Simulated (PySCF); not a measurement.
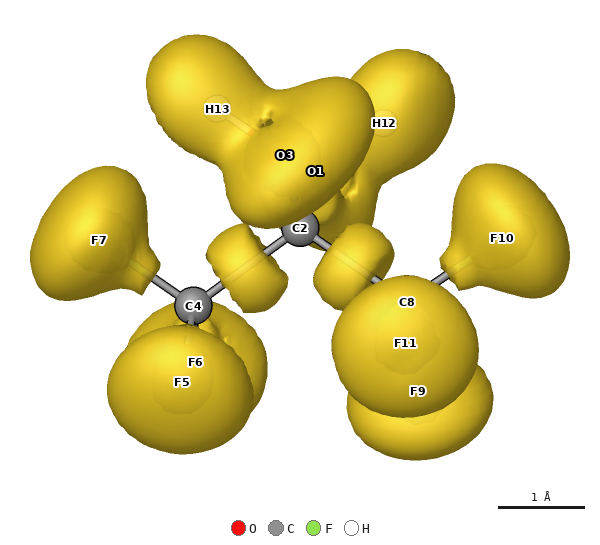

C$_{3}$H$_{2}$F$_{6}$O$_{2}$ (SMILES OC(O)(C(F)(F)F)C(F)(F)F). Isosurface of the ELF at 0.75 (yellow), seen across its widest extent. Only the valence region is drawn (cores and ρ < 0.01 e/Å³ removed).

Geometry: GFN2-xTB.

All numbers below come from PySCF 2.14.0, PBE0/pcSseg-1, SCF density, gas phase, non-relativistic.

```xyz
13

O     0.0254    0.5169   -1.5136
C    -0.0163    0.3162   -0.1488
O    -0.1248    1.4835    0.5793
C    -1.2386   -0.6119    0.1021
F    -1.2411   -1.1034    1.3399
F    -1.2946   -1.6293   -0.7437
F    -2.3622    0.1023   -0.0394
C     1.2872   -0.3691    0.3505
F     1.3803   -1.6263   -0.0788
F     2.3415    0.2937   -0.1409
F     1.3916   -0.3771    1.6707
H     0.7942    1.0521   -1.7648
H    -0.9469    1.9529    0.3697
```

Q: Where are the electrons localised?

A: At this value the surface marks out two regions between bonded C–C atoms (shared pairs), six regions on F in which the atom's valence shell and bonds are merged and two joined regions spread over several atoms (H, O), in which their bonds and any lone pairs are merged.

Values along the shortest contacts:
C–F (1.32 Å): the ELF peaks at about 0.85 between the atoms, as expected for a polar covalent bond. C–O (1.38 Å): the ELF peaks at about 0.90 between the atoms, as expected for a polar covalent bond.
